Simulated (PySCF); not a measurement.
**CH4Si (SMILES [CH][SiH3]) at UMP2/STO-6G**

What is the energy change on altering one bond length of CH4Si at UMP2/STO-6G? 

The results are computed with PySCF 2.14.0.

7 further runs of the same task are left out: 7 set aside as unsound or not needed.

### Step 1. The structure to begin with

CH4Si has 6 atoms, charge 0, and is taken as a triplet. SMILES: `[CH][SiH3]`. Geometry: relaxed at GFN2-xTB.

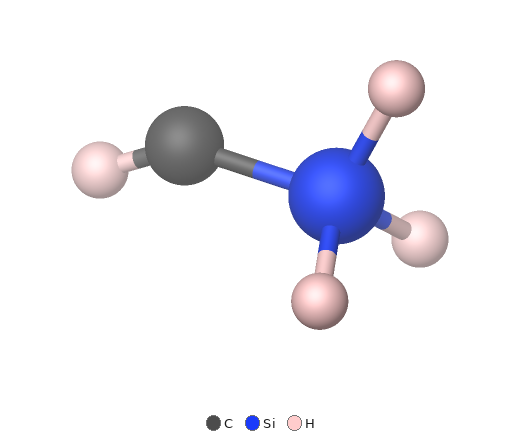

The structure, seen from a chosen angle (carbon dark grey, silicon blue, hydrogen pink).

### Step 2. The energy at UMP2/STO-6G

calc.py

```python
# [CH][SiH3]
from pyscf import gto, mp

molecule = gto.M(
    atom='''
C      1.261033    -1.610368     1.388193
Si    -0.489250     0.764016    -0.337486
H      2.150300    -3.426999     1.381352
H     -2.917964    -0.270609    -1.218155
H      0.966500     1.626998    -2.546444
H     -0.970601     2.916962     1.332578
''',
    max_memory=1860,
    verbose=3,
    spin=2,
    basis='sto-6g',
    unit='bohr',
)

mf = molecule.UHF()
mf.conv_tol = 1e-10
mf.kernel()
if not mf.converged:
    mf = mf.newton().run(mf.mo_coeff, mf.mo_occ)

pt = mp.MP2(mf, frozen=6).run()
energy = pt.e_tot
print('E(%s) = %.9f' % ('MP2', energy))
```

On the command line:

```bash
OMP_NUM_THREADS=1 python calc.py
```

What it wrote:

```text
WARN: HOMO -0.0309100075107329 >= LUMO -0.0587409446125886

converged SCF energy = -327.901593428528  <S^2> = 2.0317903  2S+1 = 3.0211192
E(UMP2) = -327.961365897019  E_corr = -0.0597724684910044
E(SCS-UMP2) = -327.970557698208  E_corr = -0.0689642696801806
E(MP2) = -327.961365897
```

Run time: 0.99 s. Hardware: 1 thread of Arm Neoverse V1, shared host; peak memory 0.12 GiB.

### Step 3. The distorted shape, same level

input.py

```python
from pyscf import gto, scf, mp

system = gto.M(
    atom='''
C        0.794669      -1.421809       0.292724
Si      -0.131541      -0.165339      -0.620466
H        1.265249      -2.383129       0.289104
H       -1.416761      -0.712839      -1.086496
H        0.638809       0.291331      -1.789396
H       -0.513620       1.543590       0.705170
''',
    basis='sto-6g',
    verbose=3,
    max_memory=1860,
    spin=2,
)

calc0 = scf.UHF(system)
calc0.conv_tol = 1e-10
calc0.kernel()
if not calc0.converged:
    calc0 = calc0.newton().run(calc0.mo_coeff, calc0.mo_occ)

pt = mp.MP2(calc0, frozen=6).run()
e_tot = pt.e_tot
print('E(%s) = %.9f' % ('MP2', e_tot))
```

On the command line:

```bash
OMP_NUM_THREADS=1 python input.py
```

What it wrote:

```text
WARN: HOMO -0.0308296775471334 >= LUMO -0.0636129030335665

converged SCF energy = -327.755870065027  <S^2> = 2.0372914  2S+1 = 3.0247588
E(UMP2) = -327.836702008821  E_corr = -0.0808319437940816
E(SCS-UMP2) = -327.849280571092  E_corr = -0.0934105060650187
E(MP2) = -327.836702009
```

It took 1 s on 1 thread of Arm Neoverse V1, shared host; peak memory 0.12 GiB.

### Step 4. Results

Level: UMP2/STO-6G, 6 core orbitals frozen.

| quantity | value |
| --- | --- |
| first shape: total energy | -327.96137 Eh |
| first shape: dipole moment (Hartree–Fock density) | 0.19 D |
| first shape: HOMO energy (Hartree–Fock orbitals) (highest over α and β) | -8.98 eV |
| first shape: LUMO energy (Hartree–Fock orbitals) (lowest over α and β) | 9.13 eV |
| first shape: correlation energy (6 core orbitals frozen) | -59.8 mEh |
| first shape: ⟨S²⟩ of the reference determinant | 2.032 |
| distorted shape: total energy | -327.83670 Eh |
| distorted shape: dipole moment (Hartree–Fock density) | 0.88 D |
| distorted shape: HOMO energy (Hartree–Fock orbitals) (highest over α and β) | -7.43 eV |
| distorted shape: LUMO energy (Hartree–Fock orbitals) (lowest over α and β) | 5.93 eV |
| distorted shape: correlation energy (6 core orbitals frozen) | -80.8 mEh |
| distorted shape: ⟨S²⟩ of the reference determinant | 2.037 |
| energy change with the Si2–H6 bond stretched from 1.464 to 2.196 Å | 3.392 eV |

In words: With the Si2–H6 bond stretched from 1.464 to 2.196 Å the energy rises by 3.39 eV (78 kcal/mol). The first shape isn't relaxed at this level, so the change isn't measured from a minimum. The minimal basis adds a large error of its own. Mulliken charges (first shape) of the mean-field density run from -0.28 on C1 to +0.74 on Si2.
